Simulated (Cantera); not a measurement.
Input: 1 mol CaCO3, 1.1 mol H2O, held at 133 Pa.

Method: chemical equilibrium by Gibbs-energy minimisation in Cantera with the NASA 1993 tables (ideal gas, pure condensed phases). Candidate condensed phases: C, C6H6, C7H8, C8H18, Ca, CaCO3, CaO, Ca(OH)2, H2O; 115 gas species. Kinetics and transport are ignored.

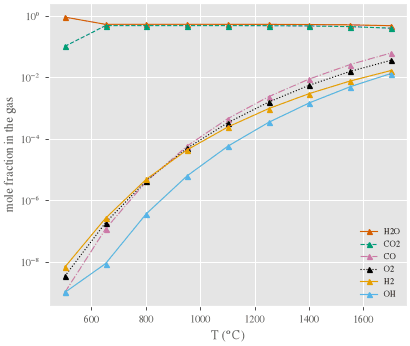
Figure: Equilibrium gas composition (values under 1e-9 drawn at 1e-9)

At 502 °C the condensed part is CaCO3(calcite) + CaO(s). From 652 °C to 1702 °C the condensed part is CaO(s).
